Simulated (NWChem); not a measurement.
# AlH2SF (SMILES [F][AlH][SH]) at 5 levels

Wanted: a comparison of 5 runs (B3LYP/6-31G*, PBE0/def2-SVP, MP2/3-21G, MP2/pcseg-1, CCSD(T)/def2-SVP) of AlH2SF. 

Program for the calculation: NWChem 7.3.0.

### 1 Starting point

AlH2SF has 5 atoms, charge 0, and is taken as a singlet. SMILES: `[F][AlH][SH]`. The coordinates come from a PBE0-D4/def2-TZVP relaxation. This is one conformer, not always the lowest.

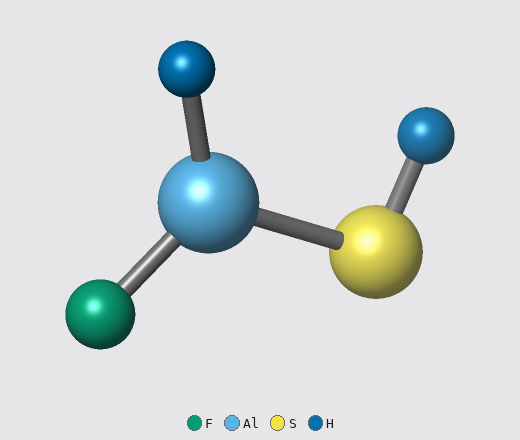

The structure, seen from a chosen angle (fluorine teal, aluminium blue, sulfur yellow, hydrogen blue).

### 2 Energy and gradient at B3LYP/6-31G(d) (Cartesian functions) (run 1)

The input, work.nw:

```
START work
TITLE "AlFH2S B3LYP"
memory stack 880 mb heap 220 mb global 1100 mb

GEOMETRY units angstroms noautosym nocenter noautoz
  F    -1.203500   -1.535800    0.877500
  Al   -0.513900   -0.309100    0.024800
  S     1.536100    0.182600    0.533500
  H    -1.341100    0.430400   -1.085200
  H     1.572300    1.158200   -0.392100
END

BASIS
  * library 6-31G*
END

DFT
  xc b3lyp
  grid xfine
  convergence energy 1e-08
  iterations 100
  mulliken
END

TASK dft gradient
```

Launch:

```
$ nwchem work.nw > work.out
```

Standard output:

```text
[...]
          Wavefunction type:  closed shell.
          No. of atoms     :     5
          No. of electrons :    40
[...]
          Charge           :     0
          Spin multiplicity:     1
[...]
          AO basis - number of functions:    57
[...]
              XC Information
              --------------
                         B3LYP Method XC Potential
                     Hartree-Fock (Exact) Exchange  0.200
                        Slater Exchange Functional  0.800 local
                    Becke 1988 Exchange Functional  0.720 non-local
              Lee-Yang-Parr Correlation Functional  0.810
                  VWN I RPA Correlation Functional  0.190 local
[...]
 d= 0,ls=0.0,diis     1   -741.7004900174 -8.72D+02  2.71D-02  7.03D-01     1.9
[...]
 d= 0,ls=0.0,diis     8   -741.7765146607  6.39D-10  5.43D-06  1.60D-07    12.0
         Total DFT energy =     -741.776514660737
      One electron energy =    -1288.689471991548
           Coulomb energy =      471.817084079409
    Exchange-Corr. energy =      -55.667298233754
 Nuclear repulsion energy =      130.763171485156
[...]
      Total Density - Mulliken Population Analysis
     ---------------------------------------------
    Atom       Charge   Shell Charges
 -----------   ------   -------------------------------------------------------
    1 F    9     9.43   1.99  0.94  3.31  0.97  2.16  0.06
    2 Al  13    12.31   2.00  1.99  5.97  0.89  1.07  0.13  0.15  0.13
    3 S   16    16.28   2.00  1.99  5.97  1.40  3.09  0.51  1.31  0.01
    4 H    1     1.08   0.49  0.59
    5 H    1     0.89   0.50  0.39
[...]
  wavefunction    = closed shell
                         DFT ENERGY GRADIENTS
    atom               coordinates                        gradient
                 x          y          z           x          y          z
   1 F      -2.274285  -2.902241   1.658235    0.003098   0.004064  -0.002441
   2 Al     -0.971130  -0.584114   0.046865    0.002024  -0.000304   0.001264
   3 S       2.902808   0.345064   1.008169   -0.003954   0.000529  -0.002401
   4 H      -2.534312   0.813338  -2.050731    0.000495  -0.000978   0.001184
   5 H       2.971216   2.188681  -0.740962   -0.001662  -0.003311   0.002393
[...]
```

Wall time 18 s (1 thread of Intel Xeon Platinum 8375C at 2.90GHz (Ice Lake), shared host); peak memory 0.13 GiB.

### 3 Energy and forces at PBE0/def2-SVP (run 2)

The input, work.nw:

```
START work
TITLE "AlFH2S"
memory 2200 mb

GEOMETRY noautosym nocenter noautoz
   F       -1.203500      -1.535800       0.877500
   Al      -0.513900      -0.309100       0.024800
   S        1.536100       0.182600       0.533500
   H       -1.341100       0.430400      -1.085200
   H        1.572300       1.158200      -0.392100
END

BASIS "ao basis" spherical bse
   F library def2-SVP
   Al library def2-SVP
   S library def2-SVP
   H library def2-SVP
END

DFT
   xc pbe0
   grid xfine
   convergence energy 1e-08
   iterations 100
   mulliken
END

TASK dft gradient
```

Launch:

```
$ nwchem work.nw > work.out
```

Standard output:

```text
[...]
          Wavefunction type:  closed shell.
          No. of atoms     :     5
          No. of electrons :    40
[...]
          Charge           :     0
          Spin multiplicity:     1
[...]
          AO basis - number of functions:    60
[...]
              XC Information
              --------------
                         PBE0 Method XC Functional
                     Hartree-Fock (Exact) Exchange  0.250
          PerdewBurkeErnzerhof Exchange Functional  0.750
            Perdew 1991 LDA Correlation Functional  1.000 local
           PerdewBurkeErnz. Correlation Functional  1.000 non-local
[...]
 d= 0,ls=0.0,diis     1   -741.0718724046 -8.72D+02  2.06D-02  5.81D-01     1.5
[...]
 d= 0,ls=0.0,diis     8   -741.1431867599 -4.55D-09  3.78D-06  5.31D-08     9.4
         Total DFT energy =     -741.143186759869
      One electron energy =    -1288.363762498199
           Coulomb energy =      471.731372289987
    Exchange-Corr. energy =      -55.273968036813
 Nuclear repulsion energy =      130.763171485156
[...]
      Total Density - Mulliken Population Analysis
     ---------------------------------------------
    Atom       Charge   Shell Charges
 -----------   ------   -------------------------------------------------------
    1 F    9     9.40   1.99  1.12  0.81  3.34  2.13  0.00
    2 Al  13    12.23   2.00  1.98  0.83  0.07  5.92  0.80  0.36  0.26
    3 S   16    16.31   2.00  1.98  1.23  0.64  5.93  1.81  2.67  0.04
    4 H    1     1.16   0.71  0.45  0.01
    5 H    1     0.90   0.70  0.16  0.03
[...]
  wavefunction    = closed shell
                         DFT ENERGY GRADIENTS
    atom               coordinates                        gradient
                 x          y          z           x          y          z
   1 F      -2.274285  -2.902241   1.658235    0.004932   0.008146  -0.005498
   2 Al     -0.971130  -0.584114   0.046865   -0.004164  -0.006808   0.004571
   3 S       2.902808   0.345064   1.008169   -0.000692   0.002229  -0.002478
   4 H      -2.534312   0.813338  -2.050731    0.000585  -0.000536   0.000801
   5 H       2.971216   2.188681  -0.740962   -0.000661  -0.003031   0.002603
[...]
```

Wall time 13 s (1 thread of Intel Xeon Platinum 8375C at 2.90GHz (Ice Lake), shared host); peak memory 0.13 GiB.

### 4 Energy and gradient at MP2/3-21G (run 3)

The input, run.py:

```python
from ase import Atoms
from ase.calculators.nwchem import NWChem

atoms = Atoms(['F', 'Al', 'S', 'H', 'H'], positions=[
    [-1.203500, -1.535800, 0.877500],
    [-0.513900, -0.309100, 0.024800],
    [1.536100, 0.182600, 0.533500],
    [-1.341100, 0.430400, -1.085200],
    [1.572300, 1.158200, -0.392100],
])

calc = NWChem(
    label='m1',
    theory='mp2',
    memory='2200 mb',
    basis='3-21G',
    basispar='spherical bse',
    scf={'nopen': '0', 'rhf': None, 'thresh': '1e-08', 'maxiter': '80'},
    mp2={'freeze': 'core 11', 'tight': None},
)
atoms.calc = calc

forces = atoms.get_forces()
print("Total energy (eV):", round(atoms.get_potential_energy(), 6))
print("forces (eV/A):")
for s, f in zip(atoms.symbols, forces):
    print(f"{s:2s} {f[0]:10.5f} {f[1]:10.5f} {f[2]:10.5f}")
```

Launch:

```
$ export ASE_NWCHEM_COMMAND="nwchem PREFIX.nwi > PREFIX.nwo"
$ python run.py
```

Standard output:

```text
Total energy (eV): -20041.949675
forces (eV/A):
F    -0.48347   -0.66273    0.40778
Al   -0.90781   -0.08526   -0.35281
S     1.15957   -0.02535    0.58066
H    -0.14655    0.14023   -0.20574
H     0.37826    0.63311   -0.42984
```

The calculator wrote m1.nwi:

```
title "m1"

permanent_dir m1

scratch_dir m1

start m1

geometry units angstrom nocenter noautosym noautoz
  F  -1.2035000000000000e+00 -1.5358000000000001e+00 8.7749999999999995e-01
  Al -5.1390000000000002e-01 -3.0909999999999999e-01 2.4799999999999999e-02
  S  1.5361000000000000e+00 1.8260000000000001e-01 5.3349999999999997e-01
  H  -1.3411000000000000e+00 4.3040000000000000e-01 -1.0851999999999999e+00
  H  1.5723000000000000e+00 1.1581999999999999e+00 -3.9210000000000000e-01
end

memory 2200 mb

basis spherical bse noprint
   * library 3-21G
end

scf
  nopen 0
  rhf
  thresh 1e-08
  maxiter 80
end
mp2
  freeze core 11
  tight
end

task mp2 gradient
```

m1.nwo:

```text
Northwest Computational Chemistry Package (NWChem) 7.3.0
             --------------------------------------------------------

           Job information
           ---------------

    nwchem branch   = 7.3.0
    use scalapack   = T
    input           = m1.nwi
    prefix          = m1.
    data base       = m1/m1.db
    status          = startup
    nproc           =        1

           Memory information
           ------------------

    heap     =     72089596 doubles =      550.0 Mbytes
    stack    =     72089601 doubles =      550.0 Mbytes
    global   =    144179200 doubles =     1100.0 Mbytes (distinct from heap & stack)
    total    =    288358397 doubles =     2200.0 Mbytes
    verify   = yes
    hardfail = no

[... 117 lines left out ...]
 1-e energy   =   -1282.510104
[... 9 lines left out ...]
 Convergence threshold     :          1.000E-08
[... 16 lines left out ...]
         Total SCF energy =   -736.319712075338
[... 2 lines left out ...]
 Nuclear repulsion energy =    130.763171485156
[... 314 lines left out ...]
 CPHF converged to   1.8D-07 in   10 iters
[... 54 lines left out ...]
  MP2 natural orbitals output to m1/m1.mp2nos
[... 3 lines left out ...]
    atom               coordinates                        gradient
                 x          y          z           x          y          z
   1 F      -2.274285  -2.902241   1.658235    0.009402   0.012888  -0.007930
   2 Al     -0.971130  -0.584114   0.046865    0.017654   0.001658   0.006861
   3 S       2.902808   0.345064   1.008169   -0.022550   0.000493  -0.011292
   4 H      -2.534312   0.813338  -2.050731    0.002850  -0.002727   0.004001
   5 H       2.971216   2.188681  -0.740962   -0.007356  -0.012312   0.008359

                 ----------------------------------------
                 |  Time  |  1-e(secs)   |  2-e(secs)   |
                 ----------------------------------------
                 |  CPU   |       0.00   |       0.62   |
                 ----------------------------------------
                 |  WALL  |       0.00   |       0.62   |
                 ----------------------------------------
 -----------------------
 Task  times  cpu:        2.7s     wall:        2.7s
 Total times  cpu:        2.7s     wall:        2.7s
```

It took 3.9 s on 1 thread of Intel Xeon Platinum 8375C at 2.90GHz (Ice Lake), shared host; peak memory 0.11 GiB.

Run 4 isn't shown in full; the table further down has it.

### 5 The energy at CCSD(T)/def2-SVP (run 5)

The input, mymol.nw:

```
start mymol
title "AlFH2S ccsd(t)"
memory 2200 mb

geometry units angstrom noautosym nocenter noautoz
   F    -1.203500   -1.535800    0.877500
   Al   -0.513900   -0.309100    0.024800
   S     1.536100    0.182600    0.533500
   H    -1.341100    0.430400   -1.085200
   H     1.572300    1.158200   -0.392100
end

basis spherical bse
   * library def2-SVP
end

scf
   thresh 1e-08
   maxiter 80
   print low
end

ccsd
   freeze core 11
   maxiter 60
end

task ccsd(t) energy
```

Launch:

```
$ nwchem mymol.nw > mymol.out
```

Standard output:

```text
[...]
  functions       =    60
[...]
  wavefunction    = RHF
[...]
         Total SCF energy =   -739.886310753199
      One-electron energy =  -1288.185144124412
      Two-electron energy =    417.535661886057
 Nuclear repulsion energy =    130.763171485156
        Time for solution =      3.2s
[...]
 Total MP2 energy:           -740.266027292430863
[...]
             energy      energy      error      ampl     ampl      Block
                                                time     time      time
[...]
 Total CCSD energy:           -740.293225528263179
[...]
 Total CCSD+T(CCSD) energy:           -740.301821900705136
[...]
 Total CCSD(T) energy:                -740.301013122797031
[...]
```

Wall time 28 s (1 thread of Intel Xeon Platinum 8375C at 2.90GHz (Ice Lake), shared host); peak memory 0.13 GiB.

### 6 Overview of the runs

```
run                               level  Cartesian functions  integration grid  energy (Eh)  dipole moment (D)  HOMO energy (eV)  LUMO energy (eV)  wall time
  1  B3LYP/6-31G* (Cartesian functions)                  yes             xfine  -741.776515               1.98             -7.68             -1.04       18 s
  2                       PBE0/def2-SVP                   no             xfine  -741.143187               2.05             -7.96             -0.80       13 s
  3                           MP2/3-21G                   no                 –  -736.528072               2.45            -10.98              1.59      3.9 s
  4                         MP2/pcseg-1                   no                 –  -740.460945               2.32                 –                 –       18 s
  5                    CCSD(T)/def2-SVP                   no                 –  -740.301013                  –                 –                 –       28 s
```

### 7 Outcome

| quantity | value |
| --- | --- |
| run 5: total energy | -740.30101 Eh |
| run 5: correlation energy (11 core orbitals frozen) | -414.7 mEh |
| run 5: (T) correction | -7.79 mEh |

Over runs 1, 2, 3, 4 the dipole moment (its size) runs from 1.98 D (B3LYP/6-31G*) to 2.45 D (MP2/3-21G). The two ends differ in method and basis. Totals of different functionals can't be ranked against each other. All runs together took 81 s, the longest 28 s.
